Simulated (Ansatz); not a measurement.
## Electronic structure of Br₂F₂Ga₂H₂ (SMILES [F][GaH-]1[Br+][GaH-]([F])[Br+]1) in real space

Input file:

```
crystal:
  periodic: [false, false, false]
  atoms:
    - {symbol: Br, position_ang: [-0.163307, 2.351523, 0.801370]}
    - {symbol: Br, position_ang: [2.023990, 0.107131, -0.996356]}
    - {symbol: F, position_ang: [-1.248452, 0.412995, -1.730166]}
    - {symbol: F, position_ang: [3.151438, 2.196002, 1.397241]}
    - {symbol: Ga, position_ang: [-0.350483, 0.111576, -0.259292]}
    - {symbol: Ga, position_ang: [2.175979, 2.398554, -0.040513]}
    - {symbol: H, position_ang: [-0.664088, -1.008933, 0.756126]}
    - {symbol: H, position_ang: [2.401042, 3.480373, -1.119265]}
basis:
  gaussian:
    orbitals: def2-SVPD
output: {forces: true, orbitals: {seedname: orbitals}}
hamiltonian:
  xc: pbe0
```

Launched as:

```sh
ansatz run input.yaml --threads 2 --pin off --max-ram 6090MiB --events-out events.jsonl --progress --plain --runs-dir runs
```

Geometry: PBE0-D4/def2-SVP.

Method: isolated molecule in a Gaussian basis; Kohn-Sham density functional theory, functional PBE0 (Ansatz).

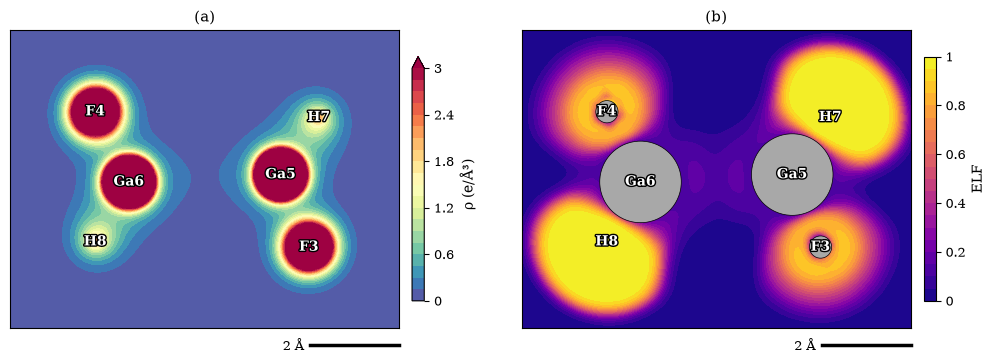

Figure 1. (a) total electron density; (b) ELF on the plane of atoms F4, Ga6 and H8. Grey discs cover the atomic cores in the ELF map.

### Read the bonding off the picture.

Atoms in the plane: F, Ga and H. Ga–F (1.75 Å): the density is about 0.85 e/Å³ at the midpoint; the ELF peaks at about 0.80 in the valence shell of F, 0.5 Å from its nucleus, and is about 0.15 at the midpoint. Ga–H (1.54 Å): ρ at the midpoint is about 1 e/Å³; the ELF climbs to about 1 towards the hydrogen. The ELF also peaks beside F3 and F4, away from the bonds: lone-pair regions.

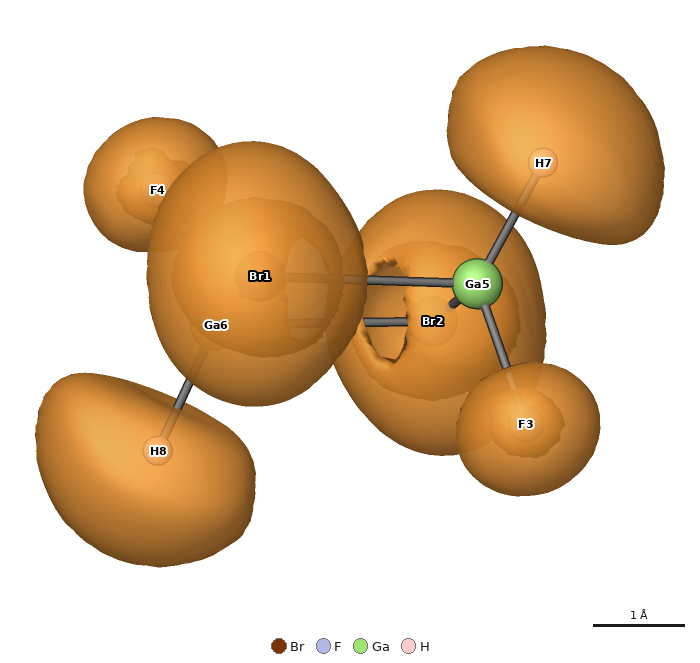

Figure 2. Isosurface of the ELF at 0.75 (orange), seen at a tilt. Only the valence region is drawn (cores and ρ < 0.01 e/Å³ removed).

### Where are the electrons localised?

The surface consists of two regions around hydrogen nuclei, two regions wrapped around Br (the valence shell of each) and two regions wrapped around F (the valence shell of each). Along the contacts the grid gives the following. Ga–Br (2.49 Å): the ELF peaks at about 0.80 in the valence shell of Br, 1.0 Å from its nucleus, and is about 0.60 at the midpoint.

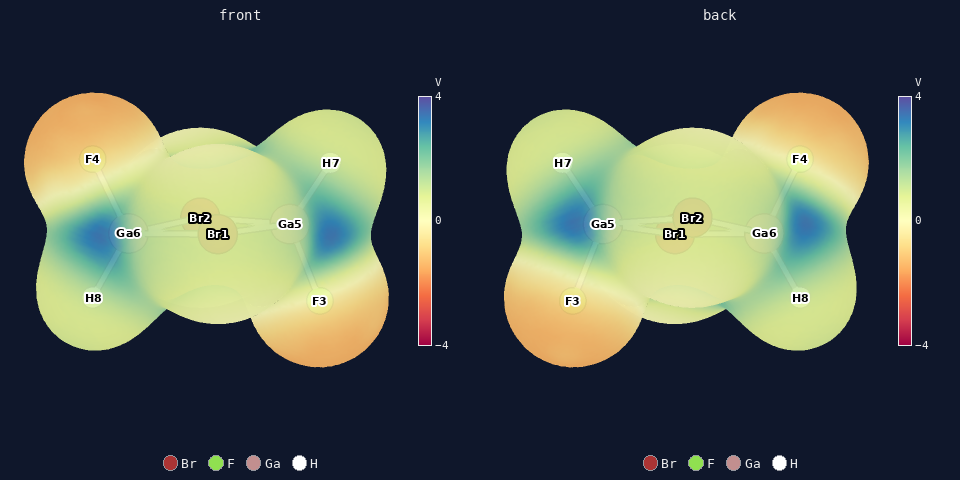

Figure 3. The electrostatic potential painted on the density surface at 0.004 e/bohr³, seen from the front and from behind; the colour scale runs from red (negative) to blue (positive).

### Where is the surface potential most negative and most positive?

The most negative region (about −1.4 V, or −32 kcal/mol for a unit charge) lies over F3 and F4, the most positive (about +3.3 V, or +76 kcal/mol for a unit charge) over Ga5 and Ga6.
